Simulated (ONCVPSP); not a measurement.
**Run report: Tb, pseudopotential generation**

Terbium (Tb, Z = 65), core [Kr] 4d10 4f8, reference valence 5s2 5p6 5d1 6s2, valence charge 11. Computed at this level: ONCV potential, PBE, scalar-relativistic, made with ONCVPSP 4.0.1.

## Log (extracts)
```
ONCVPSP  (Optimized Norm-Conservinng Vanderbilt PSeudopotential)
scalar-relativistic version 4.0.1

#   n    l    f        energy (Ha)
    1    0    2.00    -1.9061389E+03
    2    0    2.00    -3.1618985E+02
    2    1    6.00    -2.8096581E+02
    3    0    2.00    -7.0356182E+01
    3    1    6.00    -5.9495645E+01
    3    2   10.00    -4.5352339E+01
    4    0    2.00    -1.4148191E+01
    4    1    6.00    -1.0568174E+01
    4    2   10.00    -5.6550368E+00
    4    3    8.00    -3.2962952E-01
    5    0    2.00    -1.8842955E+00
    5    1    6.00    -1.0249071E+00
    5    2    1.00    -8.9064890E-02
    6    0    2.00    -1.5414008E-01

Reference configufation results
  iterations    33
  all-electron total energy (Ha)   -1.17087901D+04

Begin loop to  construct optimized pseudo wave functions
and semi-local pseudopoentials for all angular momenta

Calculating optimized projector #   1

 for l=   0

    Fraction of norm inside rc  0.675546
    Optimizing pswf for qcut=   5.61 a_B^-1,  ecut=  15.75 Ha
    Residual kinetic energy error=  1.19D-03 Ha

    Energy error per electron        Cutoff
         Ha          eV             Ha
         0.01000     0.27211       12.29
         0.00100     0.02721       17.12
         0.00010     0.00272       64.78

Calculating optimized projector #   2

 for l=   0

    Fraction of norm inside rc  0.038492
    Optimizing pswf for qcut=   5.61 a_B^-1,  ecut=  15.75 Ha
    Residual kinetic energy error=  2.42D-04 Ha

    Energy error per electron        Cutoff
         Ha          eV             Ha
         0.01000     0.27211        9.17
         0.00100     0.02721       13.47
         0.00010     0.00272       19.99
         0.00001     0.00027       49.77

   Wellstate for l =  1  n =  7
     eigenvalue =   2.0751
     asymptotic potential =   2.5751
     half-point radius =  3.5408

Calculating optimized projector #   1

 for l=   1

    Fraction of norm inside rc  0.879112
    Optimizing pswf for qcut=   5.19 a_B^-1,  ecut=  13.47 Ha
    Residual kinetic energy error=  4.48D-06 Ha

    Energy error per electron        Cutoff
         Ha          eV             Ha
         0.01000     0.27211        5.64
         0.00100     0.02721        7.24
         0.00010     0.00272        8.67
         0.00001     0.00027       10.03

Calculating optimized projector #   2

 for l=   1

    Fraction of norm inside rc  0.188414
    Optimizing pswf for qcut=   5.19 a_B^-1,  ecut=  13.47 Ha
    Residual kinetic energy error=  8.07D-05 Ha

    Energy error per electron        Cutoff
         Ha          eV             Ha
         0.01000     0.27211        6.19
         0.00100     0.02721        7.39
         0.00010     0.00272       12.41
         0.00001     0.00027       35.25

   Wellstate for l =  2  n =  8
     eigenvalue =   3.8109
     asymptotic potential =   4.3109
     half-point radius =  4.1049

   Wellstate for l =  2  n =  9
     eigenvalue =   7.7109
     asymptotic potential =   8.2109
     half-point radius =  3.6333

Calculating optimized projector #   1

 for l=   2

    Fraction of norm inside rc  0.429158
    Optimizing pswf for qcut=   4.99 a_B^-1,  ecut=  12.46 Ha
    Residual kinetic energy error=  8.56D-06 Ha

    Energy error per electron        Cutoff
         Ha          eV             Ha
         0.01000     0.27211        6.23
         0.00100     0.02721        8.59
         0.00010     0.00272       10.54
         0.00001     0.00027       12.34

Calculating optimized projector #   2

 for l=   2

    Fraction of norm inside rc  0.167327
    Optimizing pswf for qcut=   4.99 a_B^-1,  ecut=  12.46 Ha
    Residual kinetic energy error=  7.05D-04 Ha

    Energy error per electron        Cutoff
         Ha          eV             Ha
         0.01000     0.27211        9.17
         0.00100     0.02721       11.93
         0.00010     0.00272       19.76
         0.00001     0.00027       45.37

Calculating optimized projector #   3

 for l=   2

    Fraction of norm inside rc  0.131975
    Optimizing pswf for qcut=   4.99 a_B^-1,  ecut=  12.46 Ha
    Residual kinetic energy error=  1.93D-02 Ha

    Energy error per electron        Cutoff
         Ha          eV             Ha
         0.01000     0.27211       13.27
         0.00100     0.02721       16.41
         0.00010     0.00272       33.94
         0.00001     0.00027       66.41

Construct Vanderbilt / Kleinmman-Bylander projectors

B matrix Hermiticity error, ll=   0
   1   2    1.5893E-04

  Orthonormal projector coefficients  1.1885E+01  1.8443E+00

B matrix Hermiticity error, ll=   1
   1   2   -3.5497E-04

  Orthonormal projector coefficients  6.6227E+00  9.5147E-01

B matrix Hermiticity error, ll=   2
   1   2    1.6663E-04
   1   3   -2.7135E-04
   2   3    3.0893E-04

  Orthonormal projector coefficients  6.8095E+00  1.7993E+00  2.4591E-01

Pseudoatom total energy  -37.610745

Diagnostic tests using Vanderbilt-Kleinman-Bylander pseudopotentials
  1 or more projectors used as specified by nproj input data

   l    rcore       rmatch      e in        delta e   norm test  slope test

   0   1.4626940   1.5071045  -1.8842955   0.0000849   1.0001443   1.0002489
   0   1.4626940   1.5071045  -0.1541401   0.0000051   0.9999509   1.0000812

   1   2.1708019   2.2367122  -1.0249071   0.0000078   1.0000935   1.0001052
   1   2.1708019   2.2367122   2.0750929   0.0001070   1.0001853   1.0001853

   2   2.3323621   2.4031776  -0.0890649   0.0000007   1.0000225   1.0000249
   2   2.3323621   2.4031776   3.8109351   0.0000500   1.0002069   1.0002069
   2   2.3323621   2.4031776   7.7109351   0.0002164   1.0003672   1.0003672

 Testing for bound ghosts
   n   l    E NL Schr. Eq   E Basis Diag.   E Cutoff

   1   0       -1.884211       -1.884167     87.95
   2   0       -0.154135        0.078149     87.95

   2   1       -1.024899       -1.024893     33.06

   3   2       -0.089064       -0.083154     81.33

 Testing for highly-localized positive-energy ghosts
       l    <radius>/rc     E Basis Diag.   E Cutoff

       0        0.330958        3.219114     87.95  WARNING - GHOST(+)

Test configuration 0

   n   l     f        eae           eps        diff
   1   0  2.0000-1906.13887598
   2   0  2.0000 -316.18985362
   2   1  6.0000 -280.96581276
   3   0  2.0000  -70.35618238
   3   1  6.0000  -59.49564544
   3   2 10.0000  -45.35233908
   4   0  2.0000  -14.14819133
   4   1  6.0000  -10.56817405
   4   2 10.0000   -5.65503685
   4   3  8.0000   -0.32962952
   5   0  2.0000   -1.88429549   -1.88421056    8.49D-05
   5   1  6.0000   -1.02490714   -1.02489936    7.77D-06
   5   2  1.0000   -0.08906489   -0.08906422    6.68D-07
   6   0  2.0000   -0.15414008   -0.15413501    5.07D-06

    Total energies and differences
      AE_ref= -1.17087901D+04  AE_tst= -1.17087901D+04  dif=  0.00D+00
      PS_ref= -3.76107449D+01  PS_tst= -3.76107449D+01  dif=  4.97D-14
      PSP excitation error= -4.97D-14

Test configuration 1

   n   l     f        eae           eps        diff
   1   0  2.0000-1906.37546752
   2   0  2.0000 -316.42526947
   2   1  6.0000 -281.20129875
   3   0  2.0000  -70.59125203
   3   1  6.0000  -59.73072375
   3   2 10.0000  -45.58740684
   4   0  2.0000  -14.38335707
   4   1  6.0000  -10.80335588
   4   2 10.0000   -5.89018950
   4   3  8.0000   -0.56462614
   5   0  2.0000   -2.11952201   -2.12066882   -1.15D-03
   5   1  6.0000   -1.25988912   -1.26089947   -1.01D-03
   5   2  1.0000   -0.30649046   -0.30666761   -1.77D-04
   6   0  1.0000   -0.34562874   -0.34531147    3.17D-04

    Total energies and differences
      AE_ref= -1.17087901D+04  AE_tst= -1.17085423D+04  dif=  2.48D-01
      PS_ref= -3.76107449D+01  PS_tst= -3.73630021D+01  dif=  2.48D-01
      PSP excitation error=  4.53D-05

Test configuration 2

   n   l     f        eae           eps        diff
   1   0  2.0000-1906.65453657
   2   0  2.0000 -316.70258389
   2   1  6.0000 -281.47873393
   3   0  2.0000  -70.86762818
   3   1  6.0000  -60.00711843
   3   2 10.0000  -45.86384516
   4   0  2.0000  -14.65994589
   4   1  6.0000  -11.08001136
   4   2 10.0000   -6.16687037
   4   3  8.0000   -0.84088100
   5   0  2.0000   -2.39595326   -2.39953353   -3.58D-03
   5   1  6.0000   -1.53451106   -1.53739392   -2.88D-03
   5   2  1.0000   -0.55789529   -0.55829307   -3.98D-04

    Total energies and differences
      AE_ref= -1.17087901D+04  AE_tst= -1.17080916D+04  dif=  6.99D-01
      PS_ref= -3.76107449D+01  PS_tst= -3.69129358D+01  dif=  6.98D-01
      PSP excitation error=  7.03D-04

Test configuration 3

psatom: WARNING lschvkbb convergence error n,l,iter=   3   2   4
ea(ii),et,emin,emax -9.708332E-02 -1.067917E-01 -1.067917E-01 -1.067917E-01
run_config: WARNING for fully non-local PS atom, stg. 1
 WARNING no output for configuration 4

Test configuration 4

   n   l     f        eae           eps        diff
   1   0  2.0000-1906.11292522
   2   0  2.0000 -316.16259565
   2   1  6.0000 -280.93858880
   3   0  2.0000  -70.32952338
   3   1  6.0000  -59.46898151
   3   2 10.0000  -45.32552859
   4   0  2.0000  -14.12132029
   4   1  6.0000  -10.54118688
   4   2 10.0000   -5.62779800
   4   3  8.0000   -0.30231302
   5   0  2.0000   -1.85640669   -1.85533279    1.07D-03
   5   1  6.0000   -0.99909427   -0.99842075    6.74D-04
   5   2  1.5000   -0.07394450   -0.07379112    1.53D-04
   6   0  1.5000   -0.14548973   -0.14540129    8.84D-05

    Total energies and differences
      AE_ref= -1.17087901D+04  AE_tst= -1.17087560D+04  dif=  3.42D-02
      PS_ref= -3.76107449D+01  PS_tst= -3.75765127D+01  dif=  3.42D-02
      PSP excitation error= -6.29D-05
```

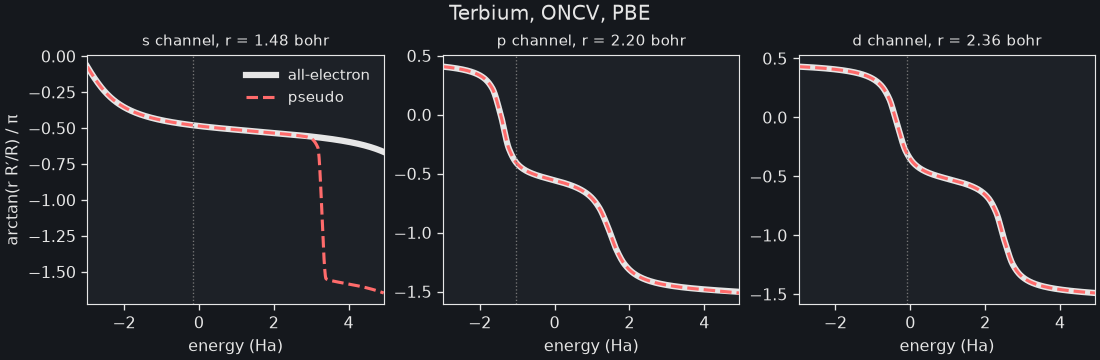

*Unwrapped phase arctan(r R′/R) in units of π against energy, all-electron (solid) and pseudo (dashed); the pseudo phase is matched to the all-electron one at the reference energy. Here R(r) is the radial function. A near-vertical step is a level narrower than the spacing of the points behind the curves. The dotted line marks the reference energy of the channel. Not drawn: f: not judged.*

- Ghost states: Going away from the reference energies, the phases part by more than π/2 in: s at about 3.3 Ha (above its reference energy, pseudo phase lower, at the flagged ghost). Such a step is either a state that only one of the two atoms has or an ordinary level shifted in energy. The separate test gives: no bound ghost flagged; GHOST(+) flagged for s at 87.6 eV.
- Range over which the phases agree within 0.05 rad: s: up to about 3.0 Ha; p: over the whole range drawn; d: over the whole range drawn.

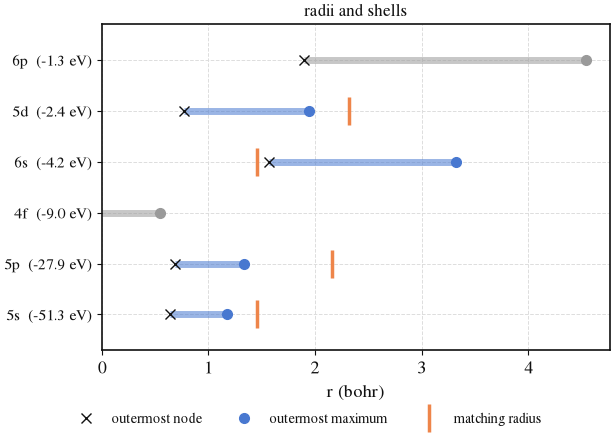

*Outer shells of the all-electron reference atom: each bar runs from the outermost node (or the nucleus) to the outermost maximum of u(r); the tick is the radius chosen for the pseudo-wave. Shells without a tick have no pseudo-wave of their own. Levels, nodes and maxima are from ld1.x, scalar-relativistic.*

- Radii against the shells: 5s: 1.46 bohr, outside the maximum; 5p: 2.16 bohr, outside the maximum; 6s: 1.46 bohr, inside the outermost node; 5d: 2.32 bohr, outside the maximum.

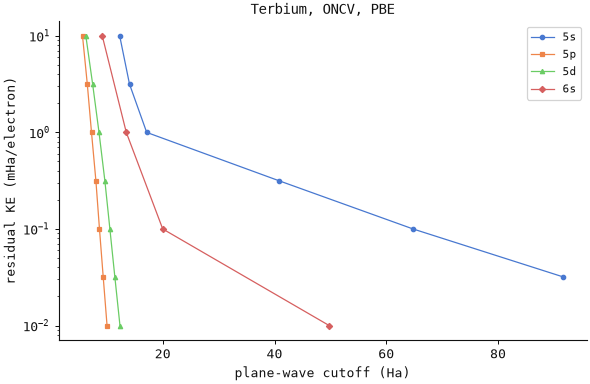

*Residual kinetic energy of the pseudo-waves (the first of each channel, and further valence shells) beyond the plane-wave cutoff, as the generator prints it.*

- Cutoffs for the occupied states: 17 Ha for 1 mHa and 65 Ha for 0.1 mHa per electron. The first is set by 5s.
- Hardest wave at 1 mHa per electron: 5s, with rc = 1.46 bohr and qcut = 5.6 1/bohr. The optimisation minimises, but can't always remove, the kinetic energy above qcut²/2 = 15.7 Ha, and a larger rc would as a rule soften the wave at some cost in transferability.
- Cutoffs for 1 mHa per electron: 5s: 17 Ha; 6s: 13 Ha; 5d: 8.6 Ha; 5p: 7.2 Ha.

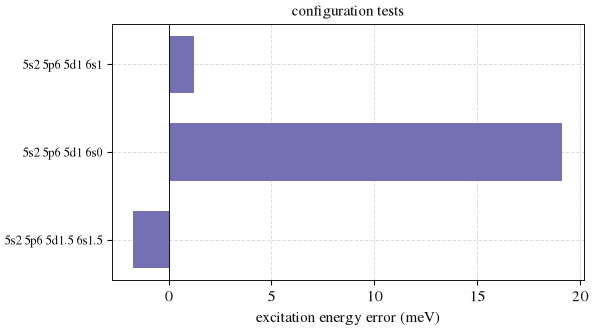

*Errors, all-electron minus pseudo, of the energies of valence configurations relative to the unpolarised reference 5s2 5p6 5d1 6s2. Not all tests gave a result: 1 of 4 tests not solved.*

- Worst configuration: 5s2 5p6 5d1 6s0 (charge +2): the error is +19 meV on an all-electron energy of +19.01 eV relative to the reference, or 0.1 %.
- Configurations within 10 meV and within 50 meV: 2 and 3 of 3.

## The input
```
# ATOM AND REFERENCE CONFIGURATION
# atsym  z   nc   nv     iexc    psfile
  Tb 65.00   10    4        4      upf
#
#   n    l    f
    1    0    2.00
    2    0    2.00
    2    1    6.00
    3    0    2.00
    3    1    6.00
    3    2   10.00
    4    0    2.00
    4    1    6.00
    4    2   10.00
    4    3    8.00
    5    0    2.00
    5    1    6.00
    5    2    1.00
    6    0    2.00
#
# PSEUDOPOTENTIAL AND OPTIMIZATION
# lmax
    2
#
#   l,   rc,      ep,       ncon, nbas, qcut
    0    1.46    0.00    3    7    5.60
    1    2.16    0.00    3    6    5.20
    2    2.32    0.00    4    8    5.00
#
# LOCAL POTENTIAL
# lloc, lpopt,  rc(5),   dvloc0
    4    5    1.38   -1.00
#
# VANDERBILT-KLEINMAN-BYLANDER PROJECTORs
# l, nproj, debl
    0    2    2.80
    1    2    3.10
    2    3    3.90
#
# MODEL CORE CHARGE
# icmod, fcfact, rcfact
    0    0.00    0.00
#
# LOG DERIVATIVE ANALYSIS
# epsh1, epsh2, depsh
   -3.00    5.00    0.02
#
# OUTPUT GRID
# rlmax, drl
    6.00    0.01
#
# TEST CONFIGURATIONS
# ncnf
    4
# nvcnf
#   n    l    f
    4
    5    0    2.00
    5    1    6.00
    5    2    1.00
    6    0    1.00
#
    4
    5    0    2.00
    5    1    6.00
    5    2    1.00
    6    0    0.00
#
    4
    5    0    2.00
    5    1    6.00
    5    2    0.00
    6    0    0.00
#
    4
    5    0    2.00
    5    1    6.00
    5    2    1.50
    6    0    1.50
#
```

Command:
```bash
oncvpsp.x < Tb.dat > Tb.out
```

## Summary

- outcome: generated, with a spurious state above the valence levels
- cutoffs needed: 17 Ha and 65 Ha (the cutoffs at which the residual kinetic energy of the hardest occupied pseudo-wave falls to 1 and 0.1 mHa per electron)
- ghost test: no bound ghost flagged; GHOST(+) flagged for s at 87.6 eV
- configuration tests: 1 of 4 tests not solved
- largest excitation error among the tests solved: +19 meV (all-electron minus pseudo) for 5s2 5p6 5d1 6s0
- clearest signs, in the scattering phases, of states that the all-electron atom lacks: s near 3.2 Ha
- range over which the phases arctan(r R′/R) at the test radius agree within 0.05 rad (a looser test near the poles than one of phase shifts): s: up to about 3.0 Ha; p: over the whole range computed; d: over the whole range computed; f: not judged, local potential alone
- hardware: 1 CPU thread, shared host
- wall time: 6 s

## Notes

The scattering phases show an s state near 3.2 Ha, 3.4 Ha above the channel's reference energy, that the all-electron atom lacks; it spoils states at that energy. Warnings of the program, in the generation or the tests: psatom: WARNING lschvkbb convergence error n,l,iter= 3 2 4. The open f shell is frozen into the core, so the potential fits one valence alone and carries no f magnetism.
